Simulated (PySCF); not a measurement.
**C6H15PSi (SMILES CC(C)C1CP([SiH3])C1): density, localisation and related maps**

```xyz
23

C    -2.0286   -1.2983    0.2360
C    -1.1465   -0.1869   -0.3303
C    -2.0198    0.8985   -0.9572
C    -0.2591    0.4036    0.7661
C     0.7578    1.4576    0.2878
P     2.1818    0.6203    1.1873
Si    3.2569   -0.3217   -0.5403
C     0.7488   -0.5809    1.3893
H    -2.7154   -0.8927    0.9763
H    -2.6130   -1.7600   -0.5565
H    -1.4293   -2.0696    0.7131
H    -0.4987   -0.6114   -1.1072
H    -2.7026    1.3071   -0.2148
H    -1.4139    1.7122   -1.3478
H    -2.6082    0.4869   -1.7741
H    -0.9044    0.8258    1.5417
H     0.5558    2.4712    0.6349
H     0.8895    1.4824   -0.7938
H     4.0755   -1.4091   -0.0057
H     4.0873    0.7124   -1.1562
H     2.3640   -0.8746   -1.5672
H     0.8764   -1.4994    0.8164
H     0.5410   -0.8461    2.4261
```

Geometry: GFN2-xTB.

All numbers below come from PBE0/pcSseg-1, SCF density, gas phase, non-relativistic (PySCF).

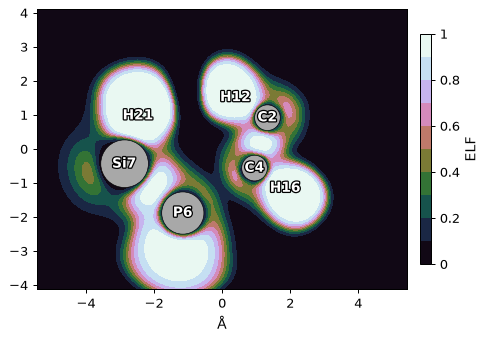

Figure 1. ELF on the plane of atoms P6, Si7 and H21. Grey discs cover the atomic cores.

> Read the bonding off the picture.

- The plane passes through C, P, Si and H nuclei.
- C–C (1.53 Å): the ELF peaks at about 0.95 between the atoms (a shared electron pair).
- Si–P (2.24 Å): the ELF peaks at about 0.95 between the atoms: a shared electron pair.
- C–H (1.10 Å): the ELF climbs to about 1 towards the hydrogen, as it does in any bond to H; a covalent bond by its length.
- Si–H (1.47 Å): the ELF climbs to about 1 towards the hydrogen.
- The ELF also peaks beside P6, away from the bonds: lone-pair regions.

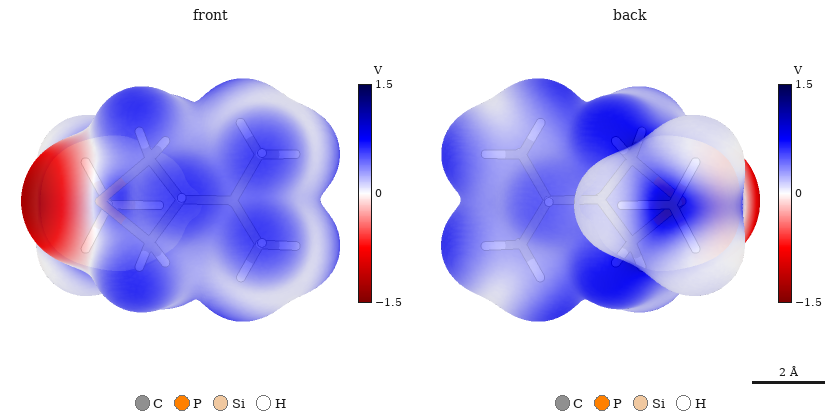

Figure 2. The molecular electrostatic potential painted on the density surface at 0.002 e/bohr³, seen from the front and from behind; the colour scale runs from red (negative) to blue (positive).

> Describe the electrostatic potential map.

The most negative region (about −1.2 V) lies over P6, the most positive (about +0.9 V) over Si7.
